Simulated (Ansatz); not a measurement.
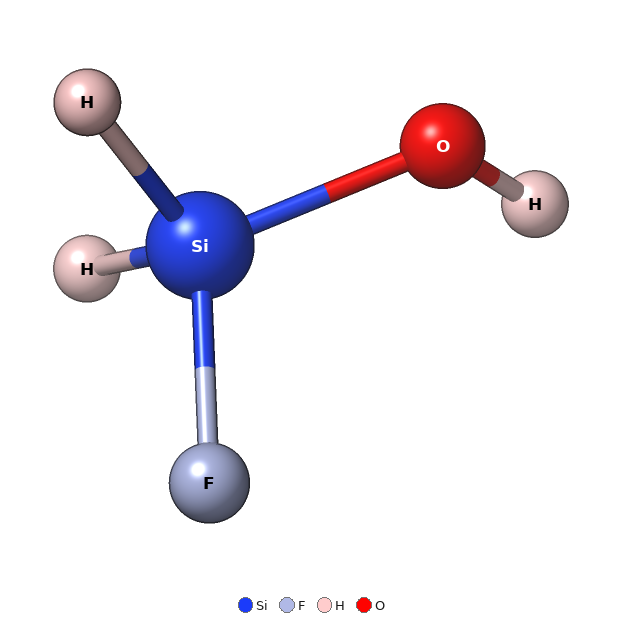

Ball-and-stick drawing of a structure.

The geometry was computed by an optimisation with PBE0-D4/def2-TZVP.

Describe the molecule.

The molecule is FH3OSi. This geometry has C1 symmetry. Coordination: 1 Si tetrahedral; 1 O bent.

More results for the same structure follow; atom numbers are the same in all pictures, views and colours differ.

**Geometry**

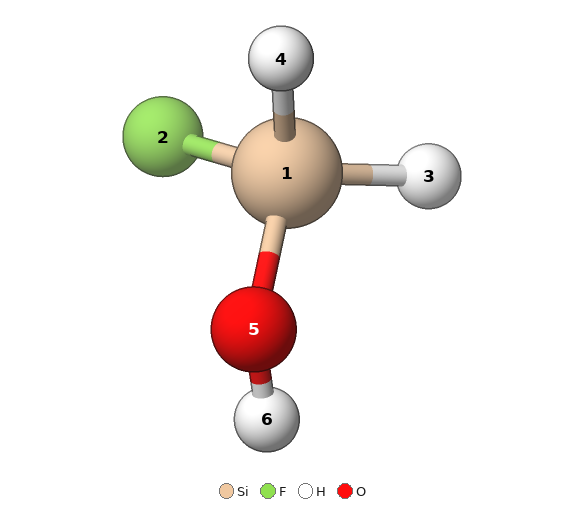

The atoms are numbered.

Give these bond angles: F2–Si1–H3, F2–Si1–H4, F2–Si1–O5, H3–Si1–H4, H3–Si1–O5, H4–Si1–O5, Si1–O5–H6.

```tsv
angle	degrees
F2–Si1–H3	106.0
F2–Si1–H4	108.2
F2–Si1–O5	111.0
H3–Si1–H4	113.7
H3–Si1–O5	111.7
H4–Si1–O5	106.3
Si1–O5–H6	119.1
```

**Dipole moment**

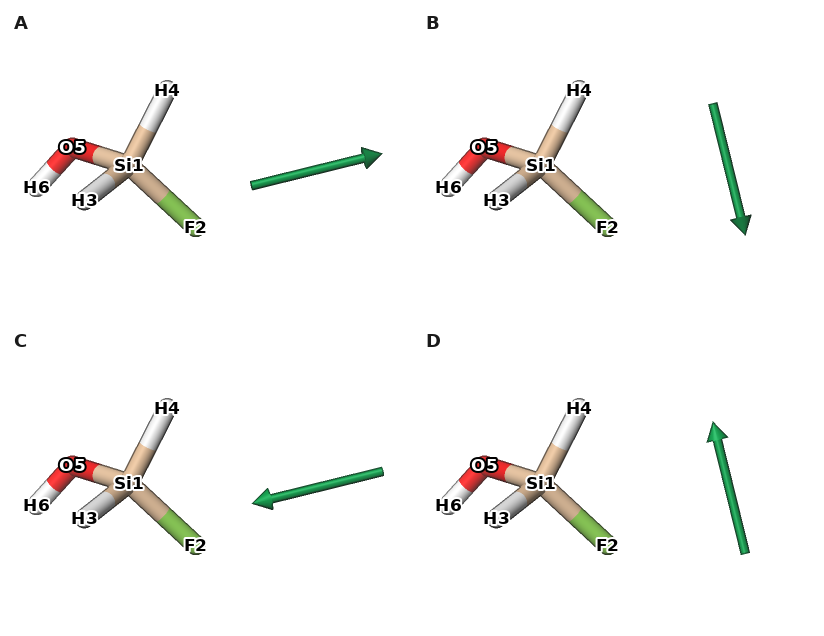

The same molecule four times, each with an arrow. Method: RKS PBE0-D4/def2-TZVP (Ansatz 0.2.0).

**Which arrow points along the dipole moment, from the negative to the positive end?**

C. The dipole moment is 1.63 D; it points from the side of F2, H4 to the side of H6 (the outermost atoms at the two ends).

**Electronic properties**

Level of theory: RKS PBE0-D4/def2-TZVPP (Ansatz 0.2.0).

Predict the main results.

- HOMO energy (Kohn–Sham orbital): −9.32 eV
- LUMO energy (Kohn–Sham orbital): 0.37 eV
- HOMO–LUMO gap: 9.69 eV

**Charges**

The questions are on Mulliken charges. Method: RKS PBE0-D4/def2-TZVP (Ansatz 0.2.0).

**Which atom carries the highest charge (most positive or least negative)?**

Si1 (0.59 e).

**And the lowest?**

O5 (−0.51 e).

List the Mulliken charges.

```csv
atom,value (e)
Si1,0.59
F2,−0.31
H3,−0.06
H4,−0.04
O5,−0.51
H6,0.33
```

Mulliken values depend strongly on the basis set and can even reverse the polarity of a bond.
